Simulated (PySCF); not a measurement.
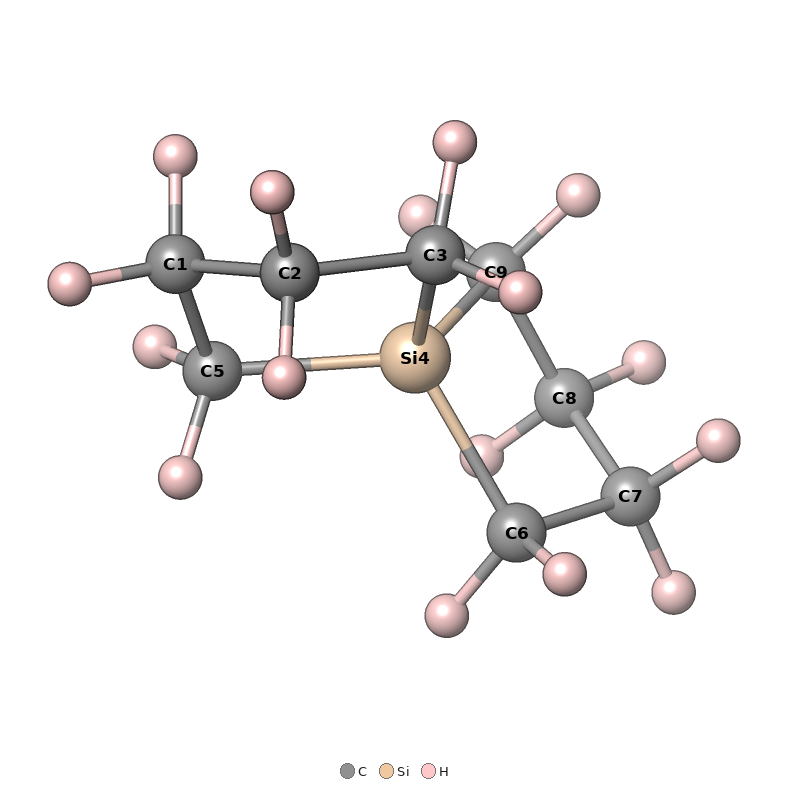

Depth is shown by fading: the farther an atom, the more it takes the colour of the background. Computed geometry: GFN2-xTB optimisation. No frequency run is at hand to confirm it as a minimum.

Question: How is the 5-membered ring C1–C2–C3–Si4–C5 puckered?

Answer: It is a twist (half-chair). The Cremer–Pople amplitude Q is 0.45 Å.

Question: Give the torsion angles round the ring, beginning with the bond from its second to its third atom.

Answer: −39°, 14°, 14°, −39°, 53°.
